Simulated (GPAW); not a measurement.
# Ga3Fe13 (bcc Fe13Ga3): moments or none

Wanted: the moments of Ga3Fe13 (bcc Fe13Ga3) and the energy gained by spin polarisation.

Main program and level: GPAW 26.7.0; PBE; plane waves with GPAW's PAW setups, scalar-relativistic.

## (1) Set-up

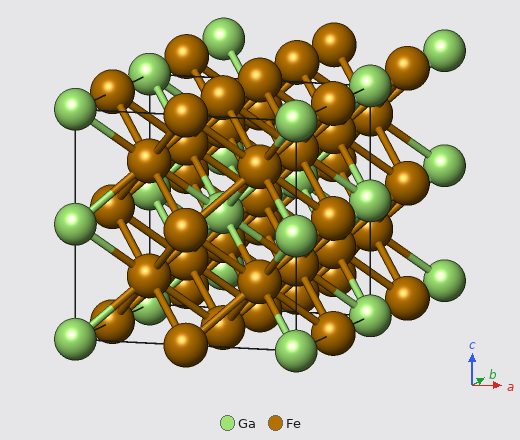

The cell as given, slightly off an axis (gallium green, iron orange). 1×2×1 cells are drawn. Some periodic images of atoms are drawn too.

The cell is a made-up one and need not be a known phase.

## (2) Order 1, typed as ferro +++++++++++++

Parallel moments need no larger cell; this start tests for a ferromagnetic state only.

Input file order1.py:

```python
import json
import numpy as np
from ase import Atoms
from ase.parallel import paropen, parprint
from gpaw import GPAW

atoms = Atoms(['Ga', 'Fe', 'Ga', 'Fe', 'Fe', 'Fe', 'Fe', 'Fe', 'Fe', 'Fe', 'Fe', 'Fe', 'Fe', 'Fe', 'Ga', 'Fe'],
    cell=[[5.85725, 0.0, 0.0],
         [0.0, 5.85725, 0.0],
         [0.0, 0.0, 5.85725]],
    scaled_positions=[[0.0, 0.0, 0.0],
         [0.25, 0.25, 0.25],
         [0.0, 0.0, 0.5],
         [0.25, 0.25, 0.75],
         [0.0, 0.5, 0.0],
         [0.25, 0.75, 0.25],
         [0.0, 0.5, 0.5],
         [0.25, 0.75, 0.75],
         [0.5, 0.0, 0.0],
         [0.75, 0.25, 0.25],
         [0.5, 0.0, 0.5],
         [0.75, 0.25, 0.75],
         [0.5, 0.5, 0.0],
         [0.75, 0.75, 0.25],
         [0.5, 0.5, 0.5],
         [0.75, 0.75, 0.75]],
    pbc=True,
    magmoms=[0.0, 2.4, 0.0, 2.4, 2.4, 2.4, 2.4, 2.4, 2.4, 2.4, 2.4, 2.4, 2.4, 2.4, 0.0, 2.4])
atoms.calc = GPAW(mode={'name': 'pw', 'ecut': 450},
    xc='PBE',
    kpts={'size': (7, 7, 7), 'gamma': True},
    occupations={'name': 'fermi-dirac', 'width': 0.05},
    convergence={'density': 1e-05, 'energy': 1e-05},
    maxiter=200,
    mixer={'name': 'pulay', 'beta': 0.04, 'nmaxold': 8, 'weight': 100},
    symmetry={'tolerance': 1e-4},
    txt='order1.txt')
e = atoms.get_potential_energy(force_consistent=True)
res = {'free_energy': e, 'energy_sigma0': atoms.get_potential_energy(), 'fermi_energy': atoms.calc.get_fermi_level()}
res['moments'] = atoms.get_magnetic_moments().tolist()
res['total'] = atoms.get_magnetic_moment()
parprint('site moments (muB):', np.round(res['moments'], 3))
parprint(f"total moment: {res['total']:.3f} muB")
parprint(f'free energy: {e:.6f} eV')
atoms.calc.write('order1.gpw')
with paropen('results.json', 'w') as f:
    json.dump(res, f)
```

The run is started by

```sh
$ OMP_NUM_THREADS=1 mpirun -n 4 gpaw python order1.py > order1.log
```

Numbers of over 12 decimals in the logs are rounded to 6 here.

The program printed:

```text
site moments (muB): [-0.104  2.353 -0.093  2.353  2.574  2.353  2.481  2.353  2.574  2.353
  2.481  2.353  2.59   2.353 -0.101  2.353]
total moment: 30.838 muB
free energy: -126.304645 eV

--- order1.txt ---
Input parameters:
  mode=PW(ecut=450),
  convergence={'density': 1e-05, 'energy': 1e-05},
  kpts=MonkhorstPack(size=(7, 7, 7), gamma=True),
  maxiter=200,
  mixer=Pulay(name='pulay', nmaxold=8, beta=0.04, weight=100, sigma=0.015, g_ss=None),
  occupations=Occupations(name='fermi-dirac', width=0.05),
  symmetry=Symmetry(tolerance=0.0001),
  xc=XC(name='PBE')

Diagonalizing LCAO Hamiltonian
Converting LCAO to pw mode
     .-------------.
    /|             |
   / |             |
  /  | Fe     Fe   |
 *   |             |
 | FeFe   GaFe     |
 |   | Fe     Fe   |
 Ga  .--Fe---------.
 |  /Fe     Fe    /
 | /e     Fe     /
 |/             /
 Ga-----Fe-----*

Atoms  # Å, Bohr magnetons
|    | symbol |        x |        y |        z |    initial magnetic moments |
|----|--------|----------|----------|----------|-----------------------------|
|  0 |     Ga | 0.000000 | 0.000000 | 0.000000 | ( 0.0000,  0.0000,  0.0000) |
|  1 |     Fe | 1.464312 | 1.464312 | 1.464312 | ( 0.0000,  0.0000,  2.4000) |
|  2 |     Ga | 0.000000 | 0.000000 | 2.928625 | ( 0.0000,  0.0000,  0.0000) |
|  3 |     Fe | 1.464312 | 1.464312 | 4.392937 | ( 0.0000,  0.0000,  2.4000) |
|  4 |     Fe | 0.000000 | 2.928625 | 0.000000 | ( 0.0000,  0.0000,  2.4000) |
|  5 |     Fe | 1.464312 | 4.392937 | 1.464312 | ( 0.0000,  0.0000,  2.4000) |
|  6 |     Fe | 0.000000 | 2.928625 | 2.928625 | ( 0.0000,  0.0000,  2.4000) |
|  7 |     Fe | 1.464312 | 4.392937 | 4.392937 | ( 0.0000,  0.0000,  2.4000) |
|  8 |     Fe | 2.928625 | 0.000000 | 0.000000 | ( 0.0000,  0.0000,  2.4000) |
|  9 |     Fe | 4.392937 | 1.464312 | 1.464312 | ( 0.0000,  0.0000,  2.4000) |
| 10 |     Fe | 2.928625 | 0.000000 | 2.928625 | ( 0.0000,  0.0000,  2.4000) |
| 11 |     Fe | 4.392937 | 1.464312 | 4.392937 | ( 0.0000,  0.0000,  2.4000) |
| 12 |     Fe | 2.928625 | 2.928625 | 0.000000 | ( 0.0000,  0.0000,  2.4000) |
| 13 |     Fe | 4.392937 | 4.392937 | 1.464312 | ( 0.0000,  0.0000,  2.4000) |
| 14 |     Ga | 2.928625 | 2.928625 | 2.928625 | ( 0.0000,  0.0000,  0.0000) |
| 15 |     Fe | 4.392937 | 4.392937 | 4.392937 | ( 0.0000,  0.0000,  2.4000) |

Unit cell  # Å
| periodic |        x |        y |        z |  lengths |    angles |
|----------|----------|----------|----------|----------|-----------|
|      yes | 5.857250 | 0.000000 | 0.000000 | 5.857250 | 90.000000 |
|      yes | 0.000000 | 5.857250 | 0.000000 | 5.857250 | 90.000000 |
|      yes | 0.000000 | 0.000000 | 5.857250 | 5.857250 | 90.000000 |

Number of symmetries: 16

BZ-sampling:
  Number of BZ points: 343
  Number of IBZ points: 40

  Monkhorst-Pack size: [7, 7, 7]
  Monkhorst-Pack shift: [0, 0, 0]

K-points  # in reciprocal-cell coordinates
|     |                                coordinates |     weight |
|-----|--------------------------------------------|------------|
|   0 | (  0.00000000,   0.00000000,   0.00000000) | 0.00291545 |
|   1 | (  0.00000000,   0.00000000,   0.14285714) | 0.00583090 |
|   2 | (  0.00000000,   0.00000000,   0.28571429) | 0.00583090 |
|   3 | (  0.00000000,   0.00000000,   0.42857143) | 0.00583090 |
|   4 | (  0.14285714,   0.00000000,   0.00000000) | 0.01166181 |
|   5 | (  0.14285714,   0.00000000,   0.14285714) | 0.02332362 |
|   6 | (  0.14285714,   0.00000000,   0.28571429) | 0.02332362 |
|   7 | (  0.14285714,   0.00000000,   0.42857143) | 0.02332362 |
|   8 | (  0.14285714,   0.14285714,   0.00000000) | 0.01166181 |
|   9 | (  0.14285714,   0.14285714,   0.14285714) | 0.02332362 |
| ... |                                            |            |
|  39 | (  0.42857143,   0.42857143,   0.42857143) | 0.02332362 |

Plane wave coefficients: 4385
Cutoff: 450.000000 eV

Spin-components: 2 (collinear spins)
Bands:           91
Projectors:      93
Spin-degeneracy: 1
Datatype:        complex128

Parallelization:
  kpt:    4
  domain: 1
  band:   1

Density:
  Valence electrons: 113.0
  Components: 2
  Grid points: [30 30 30]
  Charge: 0.0  # |e|

Potential:
  Grid points: [30 30 30]

species:
  Ga:
    name:    Gallium
    Z:       31.0
    valence: 3
    core:    28
    charge:  0.0  # [|e|]
    compensation charges:
      type: gauss
      rc: 0.37  # [Å]
      lmax: 2
    cutoffs:
      filter: 2.06  # [Å]
      core: 4.17  # [Å]
    projectors
    | kind |    occ | energy [eV] | rcut [Å] |
    |------|--------|-------------|----------|
    |   4s |  2.000 |      -8.945 |    1.164 |
    |   4p |  1.000 |      -2.580 |    1.164 |
    |    s |        |      18.266 |    1.164 |
    |    p |        |      24.631 |    1.164 |
    |    d |        |       0.000 |    1.164 |

    Using partial waves for Ga as LCAO basis

  Fe:
    name:    Iron
    Z:       26.0
    valence: 8
    core:    18
    charge:  0.0  # [|e|]
    compensation charges:
      type: gauss
      rc: 0.33  # [Å]
      lmax: 2
    cutoffs:
      filter: 2.06  # [Å]
      core: 2.67  # [Å]
    projectors
    | kind |    occ | energy [eV] | rcut [Å] |
    |------|--------|-------------|----------|
    |   4s |  2.000 |      -5.291 |    1.164 |
    |   4p |  0.000 |      -1.326 |    1.058 |
    |   3d |  6.000 |      -7.505 |    1.058 |
    |    s |        |      21.920 |    1.164 |
    |    p |        |      25.885 |    1.058 |
    |    d |        |      19.706 |    1.058 |

    Using partial waves for Fe as LCAO basis

Reference energy: -608706.924386  # eV

eigensolver:
  PPCG
  Converge bands: occupied
  niter=2

density mixing:
  Pulay-Mixer
  Linear mixing parameters: 0.04
  Old densities: 8
  Fourier metric: weight=100, sigma=0.015

occupation numbers:
  Fermi-Dirac:
    width: 0.0500  # eV

poisson solver:
  ecut: 3600.000000  # eV

xc functional:
  name: PBE with 2 nearest neighbor stencil

convergence criteria:
- Maximum integral of absolute [dens]ity change: 1e-05 electrons / valence electron
- Maximum [total energy] change in last 3 cyles: 1e-05 eV / valence electron
- Maximum integral of absolute [eigenst]ate change: 4e-08 eV^2 / valence electron
maximum number of iterations: 200

SCF iterations
|iter     |      energy | eigst |  dens |  magmom |
|---------|-------------|-------|-------|---------|
|iter:   1|       0s | -125.215703 | +0.39 |       | +31.2654|
|iter:   2|      20s | -125.332117 | -1.21 | -1.06 | +31.2219|
|iter:   3|      40s | -125.250962 | -2.05 | -1.08 | +31.1321|
|iter:   4|      61s | -125.437351 | -1.46 | -1.11 | +30.7643|
|iter:   5|      82s | -125.511836 | -2.63 | -1.29 | +30.7386|
|iter:   6|     101s | -125.859397 | -2.41 | -1.31 | +30.5671|
|iter:   7|     124s | -125.885012 | -3.28 | -1.44 | +30.5672|
|iter:   8|     145s | -126.048150 | -2.95 | -1.46 | +30.5102|
|iter:   9|     165s | -126.197551 | -2.62 | -1.59 | +30.4851|
|iter:  10|     185s | -126.223284 | -3.23 | -1.84 | +30.4527|
[... 17 iterations left out ...]
|iter:  28|     529s | -126.251506c| -7.69c| -3.83 | +30.8271|
|iter:  29|     549s | -126.251516c| -7.29 | -3.87 | +30.8326|
|iter:  30|     562s | -126.251518c| -7.60c| -4.12 | +30.8344|
|iter:  31|     581s | -126.251520c| -7.61c| -4.26 | +30.8372|
|iter:  32|     591s | -126.251521c| -8.35c| -4.55 | +30.8379|
|iter:  33|     600s | -126.251522c| -8.44c| -4.60 | +30.8383|
|iter:  34|     610s | -126.251522c| -8.53c| -4.70 | +30.8383|
|iter:  35|     619s | -126.251522c| -8.49c| -4.80 | +30.8382|
|iter:  36|     628s | -126.251522c| -8.68c| -4.95 | +30.8380|
|iter:  37|     638s | -126.251521c| -8.49c| -5.01c| +30.8378|

Converged in 37 steps
Energy contributions relative to reference atoms: (reference = -608706.924386)

Energy contributions:
  Kinetic:         148.049585
  Coulomb:        -122.019783
  Zero:              1.946867
  External:          0.000000
  Xc:             -154.175066
  Entropy:          -0.106248
  Spinorbit:         0.000000
  ----------------------------
  Free energy:    -126.304645
  Extrapolated:   -126.251521

dipole moment: (-58.459620, -58.459620, -57.876140)  # |e|*Ang

Total magnetic moment: (0.000000, 0.000000, 30.837849)

Local magnetic moments
|        x |        y |         z |
|----------|----------|-----------|
| 0.000000 | 0.000000 | -0.104333 |  # Ga   0
| 0.000000 | 0.000000 |  2.352681 |  # Fe   1
| 0.000000 | 0.000000 | -0.092609 |  # Ga   2
| 0.000000 | 0.000000 |  2.352681 |  # Fe   3
| 0.000000 | 0.000000 |  2.573503 |  # Fe   4
| 0.000000 | 0.000000 |  2.352681 |  # Fe   5
| 0.000000 | 0.000000 |  2.481203 |  # Fe   6
| 0.000000 | 0.000000 |  2.352681 |  # Fe   7
| 0.000000 | 0.000000 |  2.573503 |  # Fe   8
| 0.000000 | 0.000000 |  2.352681 |  # Fe   9
| 0.000000 | 0.000000 |  2.481203 |  # Fe  10
| 0.000000 | 0.000000 |  2.352681 |  # Fe  11
| 0.000000 | 0.000000 |  2.590413 |  # Fe  12
| 0.000000 | 0.000000 |  2.352681 |  # Fe  13
| 0.000000 | 0.000000 | -0.101073 |  # Ga  14
| 0.000000 | 0.000000 |  2.352681 |  # Fe  15

Fermi level: 9.323
Eigenvalues  # (at kpt = [0.000, 0.000, 0.000])
| band index |      eig [eV] | occ [0-1] |      eig [eV] | occ [0-1] |
|------------|---------------|-----------|---------------|-----------|
|          0 |        -0.710 |     1.000 |        -0.667 |     1.000 |
|        ... |               |           |               |           |
|         52 |         7.958 |     1.000 |        10.114 |     0.000 |
|         53 |         8.008 |     1.000 |        10.258 |     0.000 |
|         54 |         8.033 |     1.000 |        10.585 |     0.000 |
|         55 |         8.097 |     1.000 |        10.585 |     0.000 |
|         56 |         8.132 |     1.000 |        10.677 |     0.000 |
|         57 |         8.132 |     1.000 |        10.755 |     0.000 |
|         58 |         8.162 |     1.000 |        10.853 |     0.000 |
|         59 |         8.182 |     1.000 |        10.853 |     0.000 |
|         60 |         8.182 |     1.000 |        10.866 |     0.000 |
|         61 |         8.202 |     1.000 |        10.888 |     0.000 |
|         62 |         8.213 |     1.000 |        10.920 |     0.000 |
|         63 |         8.246 |     1.000 |        10.935 |     0.000 |
|         64 |         8.388 |     1.000 |        10.938 |     0.000 |
|         65 |         8.424 |     1.000 |        11.009 |     0.000 |
|         66 |         8.563 |     1.000 |        11.086 |     0.000 |
|         67 |         8.563 |     1.000 |        11.104 |     0.000 |
|        ... |               |           |               |           |
|         90 |        15.824 |     0.000 |        16.692 |     0.000 |

No gap
No difference between direct/indirect transitions
```

It took 11 min on 4 MPI ranks of Arm Neoverse V1, shared host; peak memory 1.6 GiB.

Spin moment in the augmentation sphere by atom:

| atom | spin moment in the augmentation sphere (μB) |
| --- | --- |
| Ga1 | -0.10 |
| Fe2 | 2.35 |
| Ga3 | -0.09 |
| Fe4 | 2.35 |
| Fe5 | 2.57 |
| Fe6 | 2.35 |
| Fe7 | 2.48 |
| Fe8 | 2.35 |
| Fe9 | 2.57 |
| Fe10 | 2.35 |
| Fe11 | 2.48 |
| Fe12 | 2.35 |
| Fe13 | 2.59 |
| Fe14 | 2.35 |
| Ga15 | -0.10 |
| Fe16 | 2.35 |

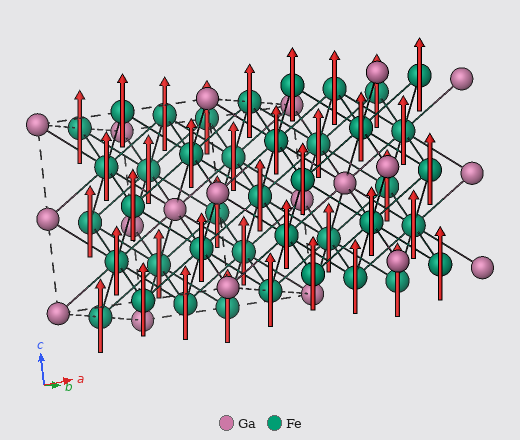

Spin moment in the augmentation sphere as arrows, the longest 2.59 μB. Up and down stand for the sign. Arrows give size and sign along the axis of quantisation, drawn up and down the page. 2×1×1 cells are drawn. Some periodic images of atoms are drawn too.

This step gave:

| Quantity | Value |
| --- | --- |
| magnetization | 30.84 μB |
| final state | ferromagnetic |

After 37 cycles the largest moment stands at 2.59 μB.

(Part 1 of 2 ends here.)

[Logs and program files are shortened in this print: banners, set-up blocks, solver, clock and traceback lines can be left out without a mark of their own.]

[Logs are printed without paths, hosts, clocks, repeated set-up lines and the standing remarks that a program may print on its own settings, such as how far it seeks lower states.]

[Hosts, paths, dates, database ids (printed as entryN), source tags and the programs' standing remarks are cut or masked in the printed files.]

[Where a cell is said to come from a database of computed structures, the database is the Materials Project.]

[Lattice constants of own cells that a recipe calls measured were typed without a cited source.]
